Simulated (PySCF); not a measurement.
# AlH3S (SMILES [AlH2][SH]): B2PLYP/STO-6G

What is the vertical singlet–triplet gap of AlH3S at B2PLYP/STO-6G? Input form: a Python script.

The calculation is run with PySCF 2.14.0.

13 further runs of the same task are left out: 1 that didn't finish, 12 set aside as unsound or not needed.

**1. The structure to begin with**

AlH3S has 5 atoms, charge 0, and is taken as a singlet. As SMILES, `[AlH2][SH]`. The coordinates come from a PBE0-D4/def2-TZVP relaxation.

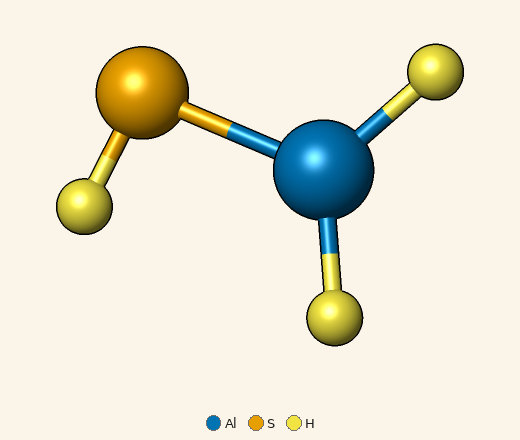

The structure, seen from a chosen angle (aluminium blue, sulfur amber, hydrogen yellow).

**2. The energy at B2PLYP/STO-6G**

Contents of calc.py:

```python
# [AlH2][SH]
from pyscf import gto, dft, mp

mol = gto.Mole()
mol.atom = '''
Al      -0.616100      -0.064200      -0.181700
S        1.129100      -0.343100       1.096600
H       -1.981700      -0.650100       0.351100
H       -0.441100       0.696000      -1.556400
H        1.959700       0.287800       0.249000
'''
mol.verbose = 3
mol.basis = 'sto-6g'
mol.max_memory = 1860
mol.charge = 0
mol.build()

mf = dft.RKS(mol)
mf.xc = '0.53*HF + 0.47*B88, 0.73*LYP'
mf.conv_tol = 1e-10
mf.grids.level = 5
mf.kernel()
if not mf.converged:
    mf = mf.newton().run(mf.mo_coeff, mf.mo_occ)

pt = mp.MP2(mf, frozen=10).run()
etot = mf.e_tot + 0.27 * pt.e_corr
print('PT2 part  %.8f' % (0.27 * pt.e_corr))
print('Final energy', etot)
```

Run with:

```bash
$ OMP_NUM_THREADS=1 python calc.py
```

Output:

```text
converged SCF energy = -639.757496572013
E(RMP2) = -639.83171190417  E_corr = -0.0742153321566016
E(SCS-RMP2) = -639.841483614646  E_corr = -0.0839870426323132
PT2 part  -0.02003814
Final energy -639.7775347116956
```

Run time: 6.6 s. Hardware: 1 thread of AMD EPYC 7R43 (Zen 3), shared host; peak memory 0.2 GiB.

**3. The triplet at the same level**

Contents of input.py:

```python
from pyscf import gto, dft, mp

mol = gto.M(
    atom='''
Al      -0.616100      -0.064200      -0.181700
S        1.129100      -0.343100       1.096600
H       -1.981700      -0.650100       0.351100
H       -0.441100       0.696000      -1.556400
H        1.959700       0.287800       0.249000
''',
    max_memory=1860,
    verbose=4,
    basis='sto-6g',
    spin=2,
)

myscf = dft.UKS(mol)
myscf.xc = '0.53*HF + 0.47*B88, 0.73*LYP'
myscf.grids.level = 5
myscf.conv_tol = 1e-10
myscf.kernel()
if not myscf.converged:
    myscf = myscf.newton().run(myscf.mo_coeff, myscf.mo_occ)

pt = mp.MP2(myscf, frozen=10).run()
e_final = myscf.e_tot + 0.27 * pt.e_corr
print('PT2 part  %.8f' % (0.27 * pt.e_corr))
print('Final energy', e_final)
```

Run with:

```bash
$ OMP_NUM_THREADS=1 python input.py
```

Output:

```text
PySCF version 2.14.0

[INPUT] num. atoms = 5
[INPUT] num. electrons = 32
[INPUT] charge = 0
[INPUT] spin (= nelec alpha-beta = 2S) = 2
[INPUT] symmetry False subgroup None
[INPUT] Mole.unit = angstrom
[INPUT] Symbol           X                Y                Z      unit          X                Y                Z       unit  Magmom
[INPUT]  1 Al    -0.616100000000  -0.064200000000  -0.181700000000 AA   -1.164260265345  -0.121320417197  -0.343363236833 Bohr   0.0
[INPUT]  2 S      1.129100000000  -0.343100000000   1.096600000000 AA    2.133689767246  -0.648365033338   2.072273668198 Bohr   0.0
[INPUT]  3 H     -1.981700000000  -0.650100000000   0.351100000000 AA   -3.744870261051  -1.228510953580   0.663482842335 Bohr   0.0
[INPUT]  4 H     -0.441100000000   0.696000000000  -1.556400000000 AA   -0.833558193546   1.315249382697  -2.941169740273 Bohr   0.0
[INPUT]  5 H      1.959700000000   0.287800000000   0.249000000000 AA    3.703296286310   0.543863178650   0.470541805017 Bohr   0.0

nuclear repulsion = 73.814899766336
number of shells = 13
number of NR pGTOs = 126
number of NR cGTOs = 21
basis = sto-6g
ecp = {}

[... 36 lines left out ...]
[... the frontier-level lines of each cycle are left out ...]
[... 5 lines left out ...]
[... 5 lines left out ...]
[... 5 lines left out ...]
[... 5 lines left out ...]
[... 5 lines left out ...]
[... 3 lines left out ...]


cycle= 7 E= -639.50113351791  delta_E= -1.17e-08  |g|= 2.53e-05  |ddm|= 0.0003


cycle= 8 E= -639.501133519676  delta_E= -1.77e-09  |g|= 1.11e-05  |ddm|= 0.000118


cycle= 9 E= -639.501133520116  delta_E= -4.4e-10  |g|= 2.83e-06  |ddm|= 7.97e-05


cycle= 10 E= -639.501133520161  delta_E= -4.55e-11  |g|= 1.26e-06  |ddm|= 2.9e-05


Extra cycle  E= -639.501133520169  delta_E= -8.07e-12  |g|= 9.83e-07  |ddm|= 1.11e-05
converged SCF energy = -639.501133520169  <S^2> = 2.0133251  2S+1 = 3.0088703

******** <class 'pyscf.mp.ump2.UMP2'> ********
nocc = (np.int64(7), np.int64(5)), nmo = (11, 11)
frozen orbitals 10
E(UMP2) = -639.558863233351  E_corr = -0.0577297131816013
E(SCS-UMP2) = -639.568950753667  E_corr = -0.0678172334971684
E_corr(same-spin) = -0.00168279498548444
E_corr(oppo-spin) = -0.0560469181961169
PT2 part  -0.01558702
Final energy -639.5167205427285
```

Wall time 12 s (1 thread of AMD EPYC 7R43 (Zen 3), shared host); peak memory 0.19 GiB.

**4. Summary of results**

At B2PLYP/STO-6G, 10 core orbitals frozen:

```
                                        quantity          value
                           singlet: total energy  -639.77753 Eh
               singlet: dipole moment (SCF part)         1.25 D
      singlet: HOMO energy (SCF part's orbitals)       -4.71 eV
      singlet: LUMO energy (SCF part's orbitals)        5.80 eV
    singlet: HOMO–LUMO gap (SCF part's orbitals)       10.51 eV
                           triplet: total energy  -639.51672 Eh
               triplet: dipole moment (SCF part)         5.75 D
                                   triplet: ⟨S²⟩          2.013
vertical energy of the triplet above the singlet       7.097 eV
```

**Reading.** At this shape the triplet lies 7.10 eV (685 kJ/mol) above the singlet. In a minimal basis such a difference can be off by several eV, whatever the method. Mulliken charges (singlet) run from -0.26 on H3 to +0.75 on Al1; they depend strongly on the basis.
